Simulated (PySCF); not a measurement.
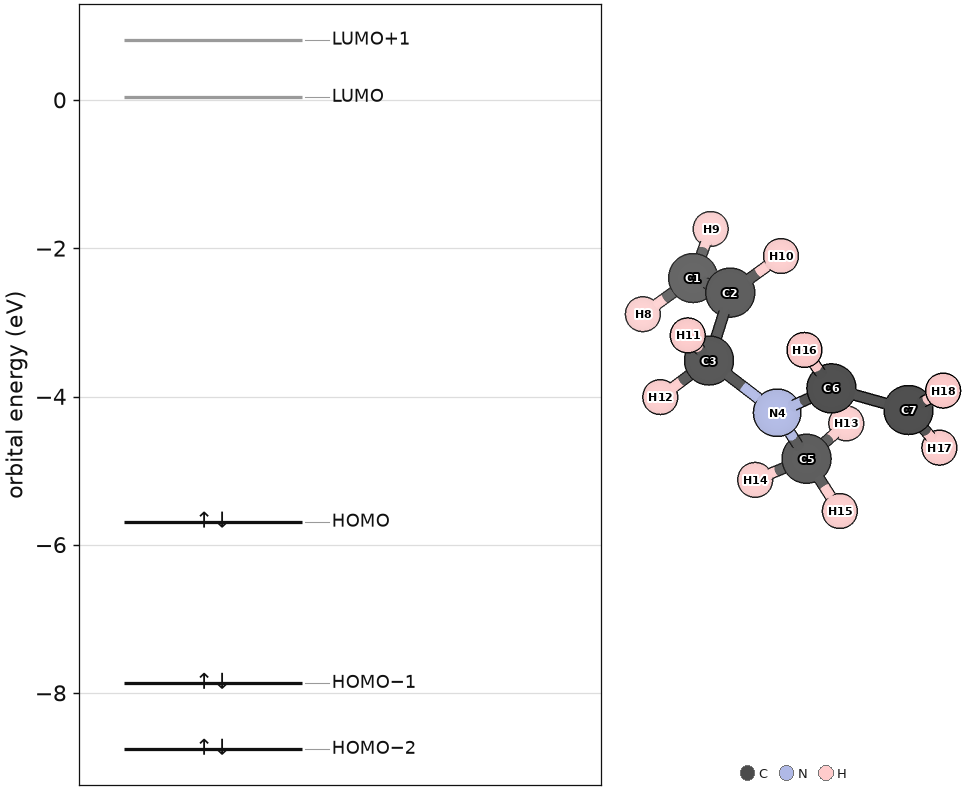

C₆H₁₁N, SMILES C=CCN(C)C=C. Kohn-Sham orbital energies near the frontier, PBE0/def2-SVPD in PySCF 2.14.0, at a GFN2-xTB geometry (no frequency check), isolated molecule; empty levels in grey, levels within 0.03 eV side by side.

**Where do the frontier orbitals lie?**

HOMO at −5.69 eV, LUMO at 0.04 eV, 5.73 eV apart.

**List the levels with the atoms that carry most of them (a dash for levels above zero or within 0.03 eV of another, where shares mean little).**

| orbital | energy (eV) | Löwdin shares |
| --- | --- | --- |
| LUMO+1 | 0.81 | – |
| LUMO | 0.04 | – |
| HOMO | −5.69 | N4 33 %, C7 29 %, C6 15 % |
| HOMO−1 | −7.87 | C1 39 %, C2 37 %, C3 7 % |
| HOMO−2 | −8.76 | C6 28 %, N4 21 %, C7 16 % |

Note: the tight-binding geometry is rougher than a DFT one and adds to the error; one conformer of a flexible molecule; empty levels above zero depend strongly on the basis.
